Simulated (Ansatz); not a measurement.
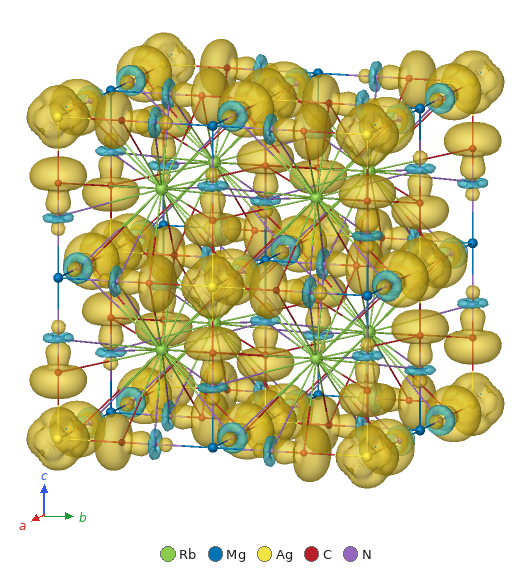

Figure. Rb2MgAgC6N6. Isosurfaces of the magnetisation density (up minus down) at +0.008 (yellow) and −0.008 e/Å³ (cyan), seen slightly off an axis. Sticks mark near contacts.

Space group Fm-3m; a structure generated by program, which may or may not match a known phase; spin-polarised.

These are results of DFT PBE, scalar-relativistic, plane waves, PAW in Ansatz 0.2.0, not measurements.

The density is the valence pseudo-density of a PAW calculation; it isn't the true density close to the nuclei.

**Describe the spin distribution.**

The spin density sits on Ag: +0.4 μB (×4) in one cell of 64 atoms: parallel main moments, as they must be, since the calculation's own cell holds one magnetic site. The cell of the calculation (16 atoms) carries 1.0 μB of net spin moment.
